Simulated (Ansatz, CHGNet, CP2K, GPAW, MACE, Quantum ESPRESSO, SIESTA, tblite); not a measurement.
**Glassy 77ZrO2-23SiO2 (mol %) (90 atoms) in tblite**

Wanted: tblite inputs and outputs for glassy 77ZrO2-23SiO2 (mol %) (90 atoms), checked against a plane-wave reference.

Calculated with tblite 0.8.0; the method is named at each step.

### Step 1. The structure

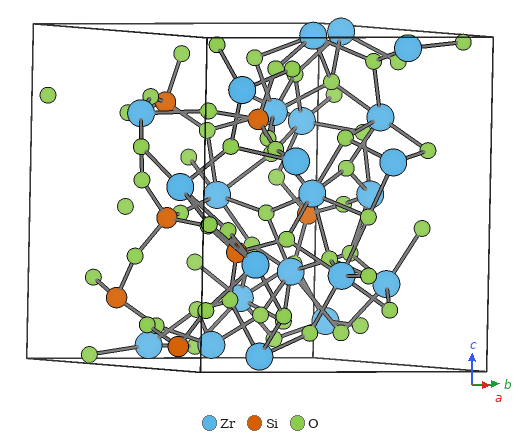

Start, viewed slightly off an axis; zirconium blue, silicon orange, oxygen green. Bonds to atoms that aren't drawn are left out. Some periodic images of atoms are drawn too.

The cell holds 90 atoms: 23 Zr, 7 Si and 60 O. Cell: a = 10.551 Å, b = 10.551 Å, c = 10.551 Å, α = 90.0°, β = 90.0°, γ = 90.0°. 90 atoms (23 Zr, 7 Si, 60 O) placed at random at 4.39 g/cm³, melted at 4000 K for 10 ps at fixed volume with the Morse and Coulomb pair potential with partial charges (Pedone, Malavasi, Menziani, Cormack and Segre, J. Phys. Chem. B 110, 11780 (2006)). Quenched from 1800 K to 300 K at 50 K/ps and fixed volume, held 10 ps at zero pressure, then minimised at fixed cell. Then every atom was moved at random, 0.03 Å r.m.s. a Cartesian component.

The yardstick, on the same geometry:

* method: Kohn-Sham DFT, PBE, SSSP efficiency 1.3.0 pseudopotentials, plane waves (Quantum ESPRESSO 7.5); sssp-pbe-1.3.0-efficiency, cutoffs 60/480 Ry, Γ point
* r.m.s. force component: 1.335 eV/Å
* longest force: 7.467 eV/Å
* pressure: 2.401 GPa
* gap (highest filled to lowest empty level): 3.207 eV
* time: 4.2 min on 4 MPI ranks of Arm Neoverse V1, shared host
* CPU time: 17 min

### Step 2. GFN1-xTB

Method: GFN1-xTB tight binding, diagonalisation.

Contents of run.py:

```python
import numpy as np
from ase.io import read
from tblite.ase import TBLite

atoms = read("structure.xyz")
atoms.calc = TBLite(method="GFN1-xTB", electronic_temperature=580, accuracy=1.0, max_iterations=250, mixer_damping=0.4, verbosity=1)
energy = atoms.get_potential_energy()
forces = atoms.get_forces()
print(f"energy {energy:.6f} eV")
print("forces (eV/A)")
for i, (a, f) in enumerate(zip(atoms, forces)):
    print(f"{i:4d} {a.symbol:2s} {f[0]:10.5f} {f[1]:10.5f} {f[2]:10.5f}")
stress = -atoms.get_stress(voigt=False) * 160.21766
print("stress (GPa, compression positive)")
for row in stress:
    print(" ".join(f"{x:10.4f}" for x in row))
print("charges (e)")
print(np.array2string(atoms.get_charges(), precision=4, suppress_small=True, max_line_width=110, threshold=100000))
```

Contents of structure.xyz:

```xyz
90
Lattice="10.55091 0.00000 0.00000 0.00000 10.55091 0.00000 0.00000 0.00000 10.55091" Properties=species:S:1:pos:R:3 pbc="T T T"
Zr 1.36560 6.98196 1.93947
Zr 10.29463 2.10638 3.37925
Zr 2.44232 5.41346 5.24612
Zr 4.57667 6.88816 2.91258
Zr 0.90970 10.43295 1.19384
Zr 6.65488 6.36146 5.46115
Zr 4.04448 6.47256 7.92468
Zr 9.95510 3.73323 6.62059
Zr 9.71412 7.46540 6.57068
Zr 9.76993 7.89176 10.17350
Zr 6.86231 8.69268 7.86908
Zr 3.83779 4.46388 0.57650
Zr 4.07497 8.87363 10.45901
Zr 4.51579 9.79800 5.33749
Zr 8.30462 0.48640 5.75056
Zr 1.82109 8.86287 7.54559
Zr 8.50762 6.37834 2.94571
Zr 4.87610 1.07271 7.93312
Zr 0.61828 4.10874 0.43586
Zr 6.40693 6.43067 10.43158
Zr 10.24757 1.51690 8.88904
Zr 8.15701 3.61791 0.39070
Zr 6.72283 9.11852 2.60407
Si 4.33632 2.43093 4.61138
Si 2.43631 3.44835 8.17833
Si 0.96277 9.66843 4.57371
Si 6.73792 4.26732 7.81126
Si 7.24162 3.26097 3.64017
Si 3.27205 1.27866 2.05110
Si 8.45212 0.44071 0.72664
O 7.75808 6.87160 7.26103
O 10.32607 0.35683 4.65010
O 0.34143 3.31868 4.80003
O 8.40981 1.67506 10.23850
O 6.53281 0.09791 6.94988
O 9.23890 1.75208 7.06763
O 3.30750 7.42594 1.29312
O 5.44026 7.72749 8.93662
O 4.65369 5.89543 4.77355
O 9.83187 3.46735 1.73784
O 4.54438 1.35484 5.81482
O 3.00226 10.45120 1.13538
O 6.57111 7.09981 3.39359
O 4.14725 1.40000 3.39739
O 0.07850 7.79121 8.36044
O 0.10298 6.13398 0.37160
O 2.78280 7.17947 6.55845
O 8.57557 8.13475 1.86224
O 0.20152 5.70256 6.34405
O 5.69390 8.17801 6.21828
O 4.61085 5.37970 9.66368
O 0.94410 2.97842 7.78341
O 7.03081 4.69178 9.42112
O 9.52009 10.07506 10.35044
O 2.27119 4.11032 9.69797
O 8.67897 9.36214 6.89523
[... 30 atom lines left out ...]
O 2.48569 10.05407 4.94247
O 5.71237 5.26311 7.16839
O 3.74336 9.96027 7.26662
O 0.99105 10.53793 8.34260
```

Launch:

```
$ OMP_NUM_THREADS=1 python run.py > output.txt
```

Log:

```text
------------------------------------------------------------
  cycle        total energy    energy error   density error
------------------------------------------------------------
      1     -262.7613816017  -2.6338430E+02   1.3346976E+00
      2      106.9376974310   3.6969908E+02   3.5780845E+00
      3     -295.1763764896  -4.0211407E+02   9.5849895E-01
      4     -314.9394719989  -1.9763096E+01   5.8743423E-01
      5     -323.5404688357  -8.6009968E+00   4.1992005E-01
      6     -329.6830184752  -6.1425496E+00   2.2758731E-01
      7     -332.2178868805  -2.5348684E+00   3.8874069E-02
      8     -332.2873396075  -6.9452727E-02   1.6753377E-02
      9     -332.2975567727  -1.0217165E-02   6.2480843E-03
     10     -332.2984646790  -9.0790624E-04   3.9105068E-03
     11     -332.2991520150  -6.8733602E-04   7.0716000E-04
     12     -332.2991630930  -1.1078019E-05   4.9028947E-04
     13     -332.2991729927  -9.8997441E-06   1.1907735E-04
     14     -332.2991721260   8.6671139E-07   1.6974897E-04
     15     -332.2991732755  -1.1494657E-06   5.7656175E-05
     16     -332.2991734290  -1.5352873E-07   7.5227371E-06
------------------------------------------------------------
 total:                                   4.845 sec
energy -9042.321084 eV
forces (eV/A)
   0 Zr   -0.34870   -0.22350    0.73679
   1 Zr    0.68359    0.19748    0.42403
   2 Zr    0.66107    0.45848   -0.95901
   3 Zr   -0.96385   -0.59055    0.64834
   4 Zr   -0.28183    1.12093    0.42348
   5 Zr   -0.46506   -0.31195    0.64824
   6 Zr    0.39738   -0.43425    0.29593
   7 Zr    0.40460    0.33052   -1.43229
   8 Zr   -1.25684   -0.95906   -0.91315
   9 Zr   -0.04480   -0.33202   -0.10308
  10 Zr    0.46861    0.25959   -0.62335
  11 Zr   -0.92180   -1.19968    1.14825
  12 Zr    0.63793    0.54267    0.11445
  13 Zr   -0.35885    0.72302   -0.65391
  14 Zr   -0.78983   -1.01960    0.14118
  15 Zr    0.64333    1.55250    0.86073
  16 Zr    2.24857    0.84430   -0.71990
  17 Zr    1.36542   -0.42978    0.82086
  18 Zr    0.58340    0.25644   -0.04732
  19 Zr    0.43113   -0.06246    0.06590
  20 Zr    1.02582   -0.87514    0.75024
  21 Zr   -0.68831    0.45543   -0.26958
  22 Zr    0.86593    0.90283    0.65292
  23 Si    0.54178   -0.24521    2.20914
[...]
82 O     0.63857    0.20413   -0.29021
  83 O    -0.12954   -0.05363    0.40740
  84 O    -0.18236    0.49265   -0.12449
  85 O     0.05618    0.55160    0.57651
  86 O     1.07996    0.30649   -0.24516
  87 O    -2.32258    2.26020   -1.12449
  88 O    -0.54258   -0.46468   -0.01642
  89 O    -0.26758   -0.21851   -0.47762
stress (GPa, compression positive)
    6.0465     1.0260     0.0619
    1.0260     3.1098     0.0775
    0.0619     0.0775     5.6013
charges (e)
[ 0.9783  0.9693  1.0101  0.9911  0.9756  1.01    1.0281  0.9733  0.9706  0.9908  1.0124  0.9152  0.9914
  0.9978  0.9708  0.9975  0.9632  0.9244  0.9762  1.0415  0.9771  0.9804  0.9771  0.5331  0.5523  0.5402
  0.5357  0.5342  0.5479  0.5555 -0.5009 -0.3969 -0.4796 -0.3811 -0.496  -0.4946 -0.515  -0.4963 -0.5043
 -0.482  -0.3757 -0.3711 -0.4983 -0.231  -0.487  -0.4916 -0.5042 -0.5202 -0.5035 -0.5038 -0.4841 -0.3621
 -0.3949 -0.4028 -0.4    -0.5103 -0.5033 -0.4959 -0.3513 -0.4007 -0.3292 -0.3581 -0.4899 -0.5256 -0.3562
 -0.4844 -0.4009 -0.4871 -0.5061 -0.4839 -0.4693 -0.3757 -0.3762 -0.398  -0.3296 -0.4869 -0.403  -0.5026
 -0.39   -0.357  -0.3532 -0.5069 -0.2345 -0.4977 -0.487  -0.5164 -0.388  -0.3763 -0.5104 -0.5022]
```

Wall time 5.5 s (1 thread of Arm Neoverse V1, shared host); peak memory 0.12 GiB.

Banners, paths, timers and routine set-up lines are dropped from the logs unmarked, and long logs keep their key lines alone; longer cuts are marked.

Compared with the plane-wave run:

```yaml
r_m_s_force_component: 1.159 eV/Å
r_m_s_difference_of_force_components: 574.3 meV/Å
longest_difference_of_force_vectors: 2625 meV/Å
force_difference_over_r_m_s_force: 43.01 %
slope_of_forces_against_the_reference_s: 0.7841
correlation_of_force_components: 0.9035
pressure: 4.919 GPa
pressure_difference: 2.518 GPa
```

Length of the force difference by element (eV/Å):

| element | atoms | mean | most |
| --- | --- | --- | --- |
| O | 60 | 0.70 | 2.0 |
| Si | 7 | 1.6 | 2.6 |
| Zr | 23 | 1.0 | 2.5 |

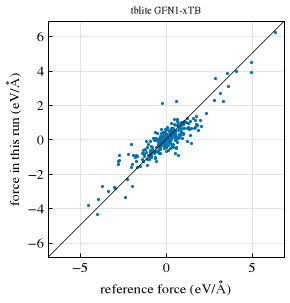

Force components against those of the reference; the line marks equality.

A closer look about O44, whose charge lies farthest from its element's mean: 12 atoms, nearest first, numbered in the order of the input, with positions taken from that point.

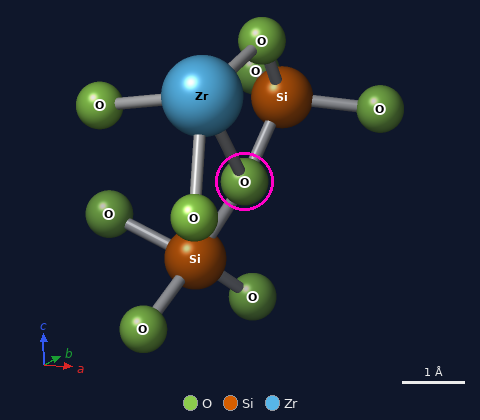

The atoms of the table, within 3.1 Å (arrows a, b, c point along x, y, z); some may hide others; the central atom is ringed.

| atom | x | y | z | distance (Å) | bonds | Mulliken charge (e) | Fx | Fy | Fz (eV/Å) |
| --- | --- | --- | --- | --- | --- | --- | --- | --- | --- |
| O44 | 0.00 | 0.00 | 0.00 | 0.00 | 2 | -0.23 | -0.02 | -1.61 | -1.15 |
| Si24 | 0.19 | 1.03 | 1.21 | 1.60 | 4 | 0.53 | 0.54 | -0.25 | 2.21 |
| Si29 | -0.88 | -0.12 | -1.35 | 1.61 | 4 | 0.55 | -3.34 | -0.79 | -0.89 |
| O41 | 0.40 | -0.05 | 2.42 | 2.45 | 3 | -0.38 | -0.45 | 0.38 | 0.48 |
| O65 | -0.48 | 1.12 | -2.22 | 2.53 | 2 | -0.36 | 0.91 | 1.26 | -1.26 |
| O83 | 1.68 | 1.65 | 1.01 | 2.56 | 2 | -0.23 | 0.64 | 0.20 | -0.29 |
| O67 | -2.51 | 0.00 | -0.77 | 2.62 | 3 | -0.40 | 0.40 | 0.22 | 0.04 |
| O59 | -0.88 | 2.17 | 1.31 | 2.69 | 2 | -0.35 | -0.89 | 0.63 | 0.30 |
| Zr14 | 0.37 | -2.15 | 1.94 | 2.92 | 7 | 1.00 | -0.36 | 0.72 | -0.65 |
| O42 | -1.14 | -1.50 | -2.26 | 2.95 | 3 | -0.37 | 1.22 | 0.09 | 0.16 |
| O87 | -1.66 | -1.90 | 1.55 | 2.96 | 2 | -0.39 | 1.08 | 0.31 | -0.25 |
| O84 | 0.62 | -3.00 | 0.10 | 3.06 | 3 | -0.50 | -0.13 | -0.05 | 0.41 |

Atoms are counted from 1 here, from 0 in the log.

Forces lie 43 % from the reference's, at 0.0055 times its CPU time (on 1 against 4 cores).

### Step 3. Results

```yaml
force_difference_from_the_reference: tblite GFN1-xTB, 43 %
its_cpu_time: 5.5 s
```

**Reading.** Tight binding differs by 43 % (tblite GFN1-xTB); it is another model, with fitted parameters of its own, and the xTB methods hold dispersion. One electronic-structure run takes under half the reference's CPU time: tblite GFN1-xTB, at 43 % in 5.5 s against 17 min; its pressure misses by +2.5 GPa. Periodic xTB results under one method name differ between programs and library versions. The reference's pressure holds the uncorrected Pulay stress of its 60 Ry basis, so small pressure differences, and their order, may be the reference's own error. The quench rate of 50 K/ps is many orders above laboratory rates, so the cell is likely richer in defects and strain than a real sample. The network of bonds at the start is that of the classical potential that made the cell, and needn't be the one that DFT or experiment would give. The reference's pressure of 2.4 GPa belongs to a cell and atoms that aren't relaxed at this level. The electronic-structure runs sample only Γ, in a cell whose shortest periodic width is 11 Å.

[Also dropped from logs without a mark: logging warnings of Python, and SIESTA's first energy breakdown and zero terms.]

[Logs are printed without paths, hosts, clocks, repeated set-up lines and the standing remarks that a program may print on its own settings, such as how far it seeks lower states.]

[Hosts, paths, dates, database ids (printed as entryN), source tags and the programs' standing remarks are cut or masked in the printed files.]
